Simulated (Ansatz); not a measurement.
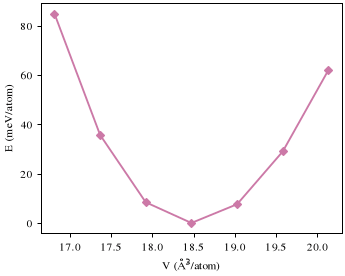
Figure. ZrRu (rock salt, space group No. 225) under volume change, DFT-PBEsol in the program Ansatz with PAW potentials, scaled uniformly.

### Question
What does a third-order Birch–Murnaghan fit give for V₀, B₀ and B′?

### Answer
V₀ = 18.47 Å³/atom, B₀ = 154 GPa, B′ = 4.2.

Space group Fm-3m (rock salt). The start of the workflow was typed in or built on a structure type; neither database checked (COD, Materials Project) lists it. COD files the formula under space group No. 221. Its standing as an ambient phase is unchecked. Symmetry was held in the PBEsol relaxation. At this level the phase is mechanically unstable. The run is not spin-polarised.

Potentials: the earlier of the program's two PAW sets. The files were generated under PBE; for other functionals the program regenerates the frozen cores, and for LDA and PBEsol the local potential too.
